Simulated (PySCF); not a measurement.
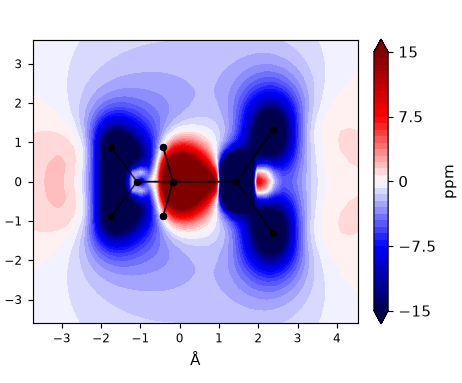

C3H8Al, charge −1, SMILES `C1[CH2][AlH2-][CH2]1`. NICSzz (the component normal to the ring) in a plane perpendicular to the 4-membered ring C1/C2/Al3/C4; GIAO shieldings; atoms are projected onto the map; negative values mean shielding.

Computed with PySCF, B3LYP/6-31+G*, geometry: GFN2-xTB. No frequency check shows the geometry to be a minimum.

Geometry (Å), atoms numbered from 1:

```
C1       1.3368    0.0001   -0.0004
C2       0.4236   -1.2610    0.0001
Al3     -1.1932   -0.0000   -0.0001
C4       0.4237    1.2609    0.0002
H5       1.9937   -0.0001    0.8785
H6       1.9937   -0.0001   -0.8782
H7       0.6687   -1.8911   -0.8704
H8       0.6692   -1.8910    0.8706
H9      -2.1279    0.0006   -1.3162
H10     -2.1279   -0.0006    1.3167
H11      0.6688    1.8910    0.8708
H12      0.6683    1.8913   -0.8702
```

What does the map say about the ring?

Answer. It is neither clearly shielded nor deshielded above its centre; its σ bonds alone give such values, so they don't measure π aromaticity: NICS(0) = +2.0, NICS(1) = +0.5, NICS(1)zz = +4.9 ppm.

What absolute proton shieldings does the same calculation give?

Answer. From 27.1 ppm (H9 and H10) to 31.9 ppm (H7, H8, H11 and H12).
